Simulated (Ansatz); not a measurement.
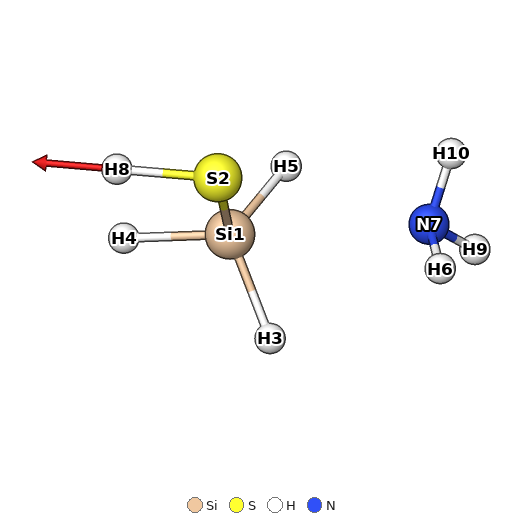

The arrows show one normal mode. Harmonic vibrations computed with RKS PBE0-D4/def2-TZVP (Ansatz 0.2.0) at a stationary point of the same level.

Q: What kind of motion is it?

A: Mostly S–H stretching.

Q: Estimate its harmonic wavenumber.

A: 2713 cm⁻¹; it is mode 21 of 24 counted from the lowest.
